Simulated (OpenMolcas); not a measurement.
# SiClOF2 (SMILES [O][Si](F)(F)Cl): levels of theory compared

Wanted: a comparison of 6 runs (UHF/3-21G, UHF/def2-SVP, U-r2SCAN/def2-SVP, UB3LYP/6-31G*, ROMP2/def2-SVP) of SiClOF2. 

Program for the calculation: OpenMolcas 26.06.

1 further run of the same task is left out (set aside as unsound or not needed).

## Step 1: The system as given

The species is SiClOF2 (5 atoms), meant as a doublet with charge 0. As SMILES, `[O][Si](F)(F)Cl`. Geometry: relaxed at PBE0-D4/def2-TZVP.

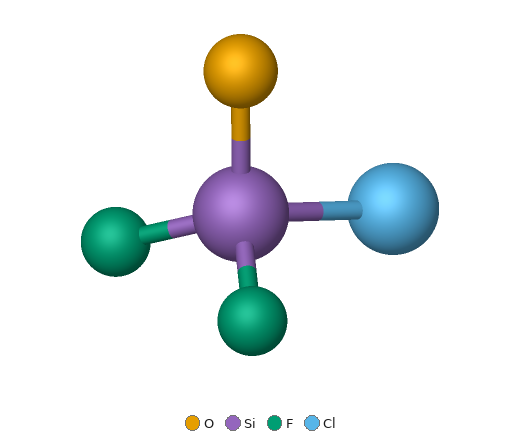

The structure, seen from a chosen angle (oxygen amber, silicon purple, fluorine teal, chlorine blue).

## Step 2: Energy and gradient at UHF/3-21G (run 1)

The input, test.input:

```
* ClF2OSi Hartree-Fock

&GATEWAY
  BasLib = $CurrDir
  Coord
  5
  bohr
  O     -0.32711159     0.09202966     3.06589166
  Si     0.13417055    -0.17423275     0.01058247
  F     -0.70789141    -2.82192802    -1.02555437
  F      2.98897981     0.14059562    -0.72546586
  Cl    -1.99385003     2.62426267    -1.40368857
  Basis = 3-21G
  Group = NoSym

&SEWARD

&SCF
  UHF
  Spin = 2
  Thresholds = 1e-10 1e-07 1e-07 1e-05
  PrOrbitals = 1 2

&ALASKA
```

The basis set 3-21G is read from a file made from the Basis Set Exchange's data (not shown).

The run is started by

```bash
$ export MOLCAS_MEM=1860
$ pymolcas test.input > test.log
```

Log:

```text
--- Start Module: gateway ---
[...]
--- Stop Module: gateway /rc=_RC_ALL_IS_WELL_ ---
[...]
      Basis functions           53
[...]
--- Start Module: scf ---
[...]
       Convergence after  51 Iterations
[...]
::    Total SCF energy                              -1017.1079656100
[...]
      Total spin, S                                     0.5015448695
[...]
      Total electronic charge=   57.000000
      Total            charge=   -0.000000
[...]
      Dipole Moment (debye):
      Origin of the operator (angstrom)=   -0.1261    0.1694   -0.1494
                   X=  3.0654E-01               Y= -3.8978E-01               Z=  8.3398E-02           Total=  5.0284E-01
      Quadrupole Moment (debye*angstrom):
[...]
--- Stop Module: scf /rc=_RC_ALL_IS_WELL_ ---
[...]
--- Start Module: alaska ---
[...]
 *              Molecular gradients               *
 **************************************************
  Irreducible representation: a
 ------------------------------------------------------------------------------------------
                              X                       Y                       Z
 ------------------------------------------------------------------------------------------
  O1                3.10511914232592E-03    6.32675297911223E-04   -4.45086492697477E-02
  SI2              -7.71065023579487E-03    8.52055047381217E-03    1.33452787659230E-02
  F3                6.81704206653944E-03    2.50641669687504E-02    7.40872443422003E-03
  F4               -2.67307142642892E-02   -1.69367118758190E-03    4.75230743354693E-03
  CL5               2.45192032911845E-02   -3.25237215529199E-02    1.90023386360743E-02
 ------------------------------------------------------------------------------------------
--- Stop Module: alaska /rc=_RC_ALL_IS_WELL_ ---
[...]
```

Run time: 5.4 s. Hardware: 1 thread of Intel Xeon Platinum 8375C at 2.90GHz (Ice Lake), shared host; peak memory 0.39 GiB.

## Step 3: Energy and forces at UHF/def2-SVP (run 2)

The input, mol.input:

```
>>> EXPORT MOLCAS_PRINT=2

&GATEWAY
  BasLib = $CurrDir
  Coord
  5
  angstrom
  O       -0.173100       0.048700       1.622400
  Si       0.071000      -0.092200       0.005600
  F       -0.374600      -1.493300      -0.542700
  F        1.581700       0.074400      -0.383900
  Cl      -1.055100       1.388700      -0.742800
  Basis = def2-SVP
  Group = NoSym

&SEWARD

&SCF
  UHF
  Spin = 2
  Thresholds = 1e-10 1e-07 1e-07 1e-05
  PrOrbitals = 0

&ALASKA
```

The basis set def2-SVP is read from a file made from the Basis Set Exchange's data (not shown).

The run is started by

```bash
$ export MOLCAS_MEM=1860
$ pymolcas mol.input > mol.log
```

Log:

```text
--- Start Module: gateway ---
[...]
--- Stop Module: gateway /rc=_RC_ALL_IS_WELL_ ---
[...]
      Basis functions           78
[...]
--- Start Module: scf ---
[...]
       Convergence after  55 Iterations
[...]
::    Total SCF energy                              -1021.8783895269
[...]
      Total spin, S                                     0.5025115158
[...]
      Total electronic charge=   57.000000
      Total            charge=   -0.000000
[...]
      Dipole Moment (debye):
      Origin of the operator (angstrom)=   -0.1261    0.1694   -0.1494
                   X= -1.4342E-01               Y=  2.0452E-01               Z= -2.3775E-01           Total=  3.4485E-01
      Quadrupole Moment (debye*angstrom):
[...]
--- Stop Module: scf /rc=_RC_ALL_IS_WELL_ ---
[...]
--- Start Module: alaska ---
[...]
 *              Molecular gradients               *
 **************************************************
  Irreducible representation: a
 ------------------------------------------------------------------------------------------
                              X                       Y                       Z
 ------------------------------------------------------------------------------------------
  O1               -1.86011401777231E-03    3.42889293506610E-03   -1.09363246017864E-02
  SI2               5.44754511498446E-03   -7.05015528053199E-03    4.50342778054047E-03
  F3                1.69406847063680E-03    6.88741284159278E-03    1.13169398621693E-03
  F4               -7.31653752884753E-03   -2.32432437575536E-04    4.53161779303990E-04
  CL5               2.03503796104343E-03   -3.03371805856401E-03    4.84804105592040E-03
 ------------------------------------------------------------------------------------------
--- Stop Module: alaska /rc=_RC_ALL_IS_WELL_ ---
[...]
```

Wall time 14 s (1 thread of Intel Xeon Platinum 8375C at 2.90GHz (Ice Lake), shared host); peak memory 0.44 GiB.

Run 3 isn't shown in full; the table further down has it.

## Step 4: Energy and gradient at UB3LYP/6-31G(d) (spherical functions) (run 4)

The input, geom.xyz:

```xyz
5

O     -0.173100     0.048700     1.622400
Si     0.071000    -0.092200     0.005600
F     -0.374600    -1.493300    -0.542700
F      1.581700     0.074400    -0.383900
Cl    -1.055100     1.388700    -0.742800
```

The input, job.inp:

```
&GATEWAY
 BasLib = $CurrDir
 Coord = geom.xyz
 Basis = 6-31Gs
 Group = NoSym

&SEWARD
 GridInput
 Grid=UltraFine
 End of Grid

&SCF
 UHF
 Spin = 2
 KSDFT = B3LYP
 Thresholds = 1e-10 1e-07 1e-07 1e-05
 PrOrbitals = 1 1

&ALASKA
```

The basis set 6-31G* is read from a file made from the Basis Set Exchange's data (not shown).

The run is started by

```bash
$ export MOLCAS_MEM=1860
$ pymolcas job.inp > job.log
```

Log:

```text
--- Start Module: gateway ---
[...]
--- Stop Module: gateway /rc=_RC_ALL_IS_WELL_ ---
[...]
      Basis functions           78
[...]
--- Start Module: scf ---
[...]
       Convergence after  32 Iterations
[...]
::    Total KS-DFT energy                           -1024.7143598879
[...]
      Total spin, S                                     0.5013850501
[...]
      Total electronic charge=   57.000000
      Total            charge=   -0.000000
[...]
      Dipole Moment (debye):
      Origin of the operator (angstrom)=   -0.1261    0.1694   -0.1494
                   X= -6.7852E-02               Y=  1.4096E-01               Z= -5.4359E-01           Total=  5.6566E-01
      Quadrupole Moment (debye*angstrom):
[...]
--- Stop Module: scf /rc=_RC_ALL_IS_WELL_ ---
[...]
--- Start Module: alaska ---
[...]
 *              Molecular gradients               *
 **************************************************
  Irreducible representation: a
 ------------------------------------------------------------------------------------------
                              X                       Y                       Z
 ------------------------------------------------------------------------------------------
  O1                2.08999922588760E-03   -1.59804953746789E-03   -9.93954147504894E-03
  SI2               1.69364016098283E-03   -1.46251396988184E-03   -4.44301638148392E-03
  F3                5.25257802657908E-03    1.39209230411055E-02    5.96212356336068E-03
  F4               -1.53872586365225E-02   -2.51817883390171E-03    4.34315670966701E-03
  CL5               6.35104122294550E-03   -8.34218069990200E-03    4.07727758351761E-03
 ------------------------------------------------------------------------------------------
--- Stop Module: alaska /rc=_RC_ALL_IS_WELL_ ---
[...]
```

Run time: 44 s. Hardware: 1 thread of Intel Xeon Platinum 8375C at 2.90GHz (Ice Lake), shared host; peak memory 0.44 GiB.

Run 5 isn't shown in full; the table further down has it.

## Step 5: The energy at ROMP2/def2-SVP (run 6)

The input, coord.xyz:

```xyz
5

O     -0.173100     0.048700     1.622400
Si     0.071000    -0.092200     0.005600
F     -0.374600    -1.493300    -0.542700
F      1.581700     0.074400    -0.383900
Cl    -1.055100     1.388700    -0.742800
```

The input, mol.input:

```
>>> EXPORT MOLCAS_PRINT=2

&GATEWAY
  BasLib = $CurrDir
  Coord = coord.xyz
  Basis = def2-SVP
  Group = NoSym

&SEWARD

&SCF
  UHF
  Spin = 2
  Thresholds = 1e-10 1e-07 1e-07 1e-05
  PrOrbitals = 1 2

&RASSCF
  FileOrb = $Project.UnaOrb
  Spin = 2
  Nactel = 1 0 0
  Inactive = 28
  Ras2 = 1
  OutOrbitals = Canonical
  OrbListing = Few

&CASPT2
  IPEA = 0.0
  Frozen = 13
```

The basis set def2-SVP is read from a file made from the Basis Set Exchange's data (not shown).

The run is started by

```bash
$ export MOLCAS_MEM=1860
$ pymolcas mol.input > mol.log
```

Log:

```text
--- Start Module: gateway ---
[...]
--- Stop Module: gateway /rc=_RC_ALL_IS_WELL_ ---
[...]
      Basis functions           78
[...]
       Convergence after  55 Iterations
[...]
::    Total SCF energy                              -1021.8783895269
[...]
      Total spin, S                                     0.5025115158
[...]
--- Start Module: rasscf ---
[...]
      Number of active orbitals                  1
[...]
      Spin quantum number                      0.5
[...]
      Active orbitals                            1
[...]
      Number of CSFs                             1
[...]
      Number of root(s) required                 1
[...]
      Convergence after 11 iterations
[...]
      printout of CI-coefficients larger than  0.05 for root  1
      energy=   -1021.874633
      conf/sym  1     Coeff  Weight
             1  u   1.00000 1.00000
      Natural orbitals and occupation numbers for root  1
      sym 1:   1.000000
      ************************************************************************************************************************
      *                                                    Final results                                                     *
[...]
::    RASSCF root number  1 Total energy:  -1021.87463295
[...]
      Total electronic charge=   57.000000
      Total            charge=   -0.000000
[...]
      Dipole Moment (debye):
      Origin of the operator (angstrom)=   -0.1261    0.1694   -0.1494
                   X= -1.4019E-01               Y=  1.9961E-01               Z= -2.2918E-01           Total=  3.3470E-01
      Quadrupole Moment (debye*angstrom):
[...]
--- Stop Module: rasscf /rc=_RC_ALL_IS_WELL_ ---
[...]
--- Start Module: caspt2 ---
[...]
      E2 (Variational):          -0.7316121952
      Total energy:           -1022.6062451425
[...]
      Reference weight:           0.84037
[...]
::    CASPT2 Root  1     Total energy:  -1022.60624514
[...]
```

Run time: 17 s. Hardware: 1 thread of Intel Xeon Platinum 8375C at 2.90GHz (Ice Lake), shared host; peak memory 0.44 GiB.

## Step 6: All runs side by side

| run | level | task | integration grid | energy (Eh) | dipole moment (D) | HOMO energy (eV) | LUMO energy (eV) | wall time |
| --- | --- | --- | --- | --- | --- | --- | --- | --- |
| 1 | UHF/3-21G | gradient | – | -1017.107966 | 0.50 | -14.22 | 0.69 | 5.4 s |
| 2 | UHF/def2-SVP | gradient | – | -1021.878390 | 0.34 | -13.87 | 0.61 | 14 s |
| 3 | U-r2SCAN/def2-SVP | energy | UltraFine | -1024.099893 | 0.34 | -8.30 | -6.96 | 35 s |
| 4 | UB3LYP/6-31G* (spherical functions) | gradient | UltraFine | -1024.714360 | 0.57 | -9.66 | -6.11 | 44 s |
| 5 | UB3LYP/6-31G* (Cartesian functions) | gradient | UltraFine | -1024.723887 | 0.57 | -9.67 | -6.13 | 42 s |
| 6 | ROMP2/def2-SVP | energy | – | -1022.606245 | – | – | – | 17 s |

## Step 7: Summary of results

| quantity | value |
| --- | --- |
| run 6: total energy | -1022.60625 Eh |

In words: Over runs 1, 2, 3, 4, 5 the dipole moment (its size) runs from 0.34 D (U-r2SCAN/def2-SVP) to 0.57 D (UB3LYP/6-31G*). The two ends differ in method and basis. Totals of different functionals can't be ranked against each other. All runs together took 2.6 min, the longest 44 s.
